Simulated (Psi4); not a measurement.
# UCCSD/aug-cc-pVDZ run of CH4FSi (SMILES C[SiH]F)

Aim: the vertical doublet–quartet gap of CH4FSi at UCCSD/aug-cc-pVDZ, from 2 runs. 

The results are computed with Psi4 1.11.

1 further run of the same task is left out (set aside as unsound or not needed).

**1. The structure to begin with**

The species is CH4FSi (7 atoms), meant as a doublet with charge 0. As SMILES, `C[SiH]F`. Geometry: relaxed at PBE0-D4/def2-TZVP.

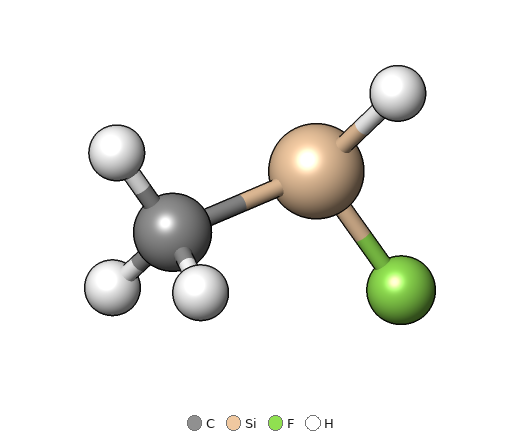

Viewed from a chosen angle; carbon grey, silicon light orange, fluorine green, hydrogen white.

**2. A single-point energy at UCCSD/aug-cc-pVDZ**

File ch4fsi.py:

```python
import psi4

psi4.set_memory('1600 MB')
psi4.set_num_threads(1)
psi4.set_output_file('psi4.out', False)

m = psi4.geometry("""
0 2
C     -1.23493602     0.73604833    -0.56313839
Si     1.73363475    -1.12268629    -0.19672049
F      1.21074753    -3.42569552     1.71889488
H     -2.73046528    -0.39268509    -1.42504247
H     -0.88854922     2.38275567    -1.76065783
H     -1.89104893     1.39518480     1.28425787
H      3.80080615     0.42707810     0.94240642
units bohr
symmetry c1
no_reorient
no_com
""")

options = {'reference': 'uhf', 'puream': True, 'e_convergence': 1e-09, 'd_convergence': 1e-08, 'scf_type': 'pk', 'num_frozen_docc': 7, 'maxiter': 200}
psi4.set_options(options)

result, w = psi4.energy("ccsd/aug-cc-pVDZ", molecule=m, return_wfn=True)
print(f'ccsd/aug-cc-pVDZ energy: {result:.10f} Eh')
```

On the command line:

```bash
$ python ch4fsi.py
```

psi4.out:

```text
[...]
  Running in c1 symmetry.
[...]
  Nuclear repulsion =  106.882452003914793
[...]
  Multiplicity = 2
[...]
  Nalpha       = 17
  Nbeta        = 16
[...]
    Number of basis functions: 109
[...]
   @UHF iter   1:  -428.48759171183252   -7.14834e-01   4.28520e-03 ADIIS/DIIS
[...]
   @UHF iter  13:  -428.60841126836277   -2.38174e-11   8.25038e-09 DIIS
[...]
   @S^2 Observed:                7.530059551E-01
[...]
    Orbital Energies [Eh]
    ---------------------
    Alpha Occupied:
       1A    -68.835299     2A    -26.292107     3A    -11.230489
       4A     -6.177662     5A     -4.288894     6A     -4.281753
       7A     -4.279916     8A     -1.586456     9A     -0.967741
      10A     -0.757627    11A     -0.666172    12A     -0.661116
      13A     -0.610232    14A     -0.574939    15A     -0.563212
      16A     -0.471927    17A     -0.338125
    Alpha Virtual:
      18A      0.035285    19A      0.050148    20A      0.052277
      21A      0.055527    22A      0.080156    23A      0.081905
      24A      0.086341    25A      0.137117    26A      0.147607
[...]
  @UHF Final Energy:  -428.60841126836277
   => Energetics <=
    Nuclear Repulsion Energy =            106.8824520039147927
    One-Electron Energy =                -806.3137054148694460
    Two-Electron Energy =                 270.8228421425919237
    Total Energy =                       -428.6084112683627723
  UHF NO Occupations:
  HONO-2 :   15  A 1.9998420
  HONO-1 :   16  A 1.9988246
[...]
 Multipole Moments:
 ------------------------------------------------------------------------------------
     Multipole            Electronic (a.u.)      Nuclear  (a.u.)        Total (a.u.)
 ------------------------------------------------------------------------------------
 L = 1.  Multiply by 2.5417464519 to convert [e a0] to [Debye]
 Dipole X            :        -26.2562119           26.0487409           -0.2074710
 Dipole Y            :         38.9325125          -38.3202443            0.6122683
 Dipole Z            :         -8.7540474            8.3781007           -0.3759467
 Magnitude           :                                                    0.7478319
[...]
      * MP2 total energy                      = -429.051309876440484
[...]
      * CCSD total energy                     = -429.083272616661361
```

The script printed:

```text
ccsd/aug-cc-pVDZ energy: -429.0832726167 Eh
```

Run time: 79 s. Hardware: 1 thread of INTEL XEON PLATINUM 8581C at 2.30GHz (Emerald Rapids), shared host; peak memory 1.3 GiB.

**3. The quartet at the same level**

File run.py:

```python
import psi4

psi4.set_memory(1600000000)
psi4.set_num_threads(1)
psi4.set_output_file('ch4fsi.out', False)

m = psi4.geometry("""
0 4
C     -0.653500     0.389500    -0.298000
Si     0.917400    -0.594100    -0.104100
F      0.640700    -1.812800     0.909600
H     -1.444900    -0.207800    -0.754100
H     -0.470200     1.260900    -0.931700
H     -1.000700     0.738300     0.679600
H      2.011300     0.226000     0.498700
symmetry c1
""")

options = {'basis': 'aug-cc-pVDZ', 'reference': 'uhf', 'puream': True, 'e_convergence': 1e-09, 'd_convergence': 1e-08, 'scf_type': 'pk', 'num_frozen_docc': 7, 'maxiter': 200}
psi4.set_options(options)

e = psi4.energy('ccsd')
print('E =', round(e, 9))
```

On the command line:

```bash
$ python run.py
```

ch4fsi.out:

```text
[...]
  Running in c1 symmetry.
[...]
  Nuclear repulsion =  106.882451970993884
[...]
  Multiplicity = 4
[...]
  Nalpha       = 18
  Nbeta        = 15
[...]
    Number of basis functions: 109
[...]
   @UHF iter   1:  -428.18581230528190   -4.13054e-01   4.03517e-03 DIIS/ADIIS
[...]
   @UHF iter  29:  -428.31708884227618   -1.05331e-10   7.32040e-09 DIIS
[...]
   @S^2 Observed:                3.778848834E+00
[...]
    Orbital Energies [Eh]
    ---------------------
    Alpha Occupied:
       1A    -68.881834     2A    -26.306319     3A    -11.328516
       4A     -6.221389     5A     -4.330062     6A     -4.329292
       7A     -4.325205     8A     -1.606794     9A     -1.067132
      10A     -0.807346    11A     -0.705637    12A     -0.685071
      13A     -0.672435    14A     -0.648366    15A     -0.635649
      16A     -0.594322    17A     -0.376112    18A     -0.135207
    Alpha Virtual:
      19A      0.022087    20A      0.044543    21A      0.047030
      22A      0.061738    23A      0.073748    24A      0.080356
      25A      0.095575    26A      0.123606    27A      0.136149
[...]
  @UHF Final Energy:  -428.31708884227618
   => Energetics <=
    Nuclear Repulsion Energy =            106.8824519709938841
    One-Electron Energy =                -804.7192008774921987
    Two-Electron Energy =                 269.5196600642221370
    Total Energy =                       -428.3170888422761777
  UHF NO Occupations:
  HONO-2 :   16  A 1.0000000
  HONO-1 :   17  A 1.0000000
[...]
 Multipole Moments:
 ------------------------------------------------------------------------------------
     Multipole            Electronic (a.u.)      Nuclear  (a.u.)        Total (a.u.)
 ------------------------------------------------------------------------------------
 L = 1.  Multiply by 2.5417464519 to convert [e a0] to [Debye]
 Dipole X            :          1.5066446           -2.7379416           -1.2312970
 Dipole Y            :         -4.7125463            5.5794419            0.8668956
 Dipole Z            :          2.0264974           -1.7976210            0.2288764
 Magnitude           :                                                    1.5231496
[...]
      * MP2 total energy                      = -428.759457469768734
[...]
      * CCSD total energy                     = -428.793927075001534
```

On the terminal:

```text
E = -428.793927075
```

Run time: 2.2 min. Hardware: 1 thread of INTEL XEON PLATINUM 8581C at 2.30GHz (Emerald Rapids), shared host; peak memory 1.4 GiB.

**4. Summary of results**

At UCCSD/aug-cc-pVDZ, 7 core orbitals frozen:

| quantity | value |
| --- | --- |
| doublet: total energy | -429.08327 Eh |
| doublet: HOMO energy (Hartree–Fock orbitals) (highest over α and β) | -9.20 eV |
| doublet: LUMO energy (Hartree–Fock orbitals) (lowest over α and β) | 0.77 eV |
| doublet: correlation energy (7 core orbitals frozen) | -474.9 mEh |
| doublet: ⟨S²⟩ of the reference determinant | 0.753 |
| doublet: T1 diagnostic | 0.019 |
| quartet: total energy | -428.79393 Eh |
| quartet: HOMO energy (Hartree–Fock orbitals) (highest over α and β) | -3.68 eV |
| quartet: correlation energy (7 core orbitals frozen) | -476.8 mEh |
| quartet: ⟨S²⟩ of the reference determinant | 3.779 |
| quartet: T1 diagnostic | 0.046 |
| vertical energy of the quartet above the doublet | 7.873 eV |

In words: At this shape the quartet lies 7.87 eV (182 kcal/mol) above the doublet. The T1 diagnostic (quartet) of 0.046 is above the customary mark for such species, so a single reference may not serve.
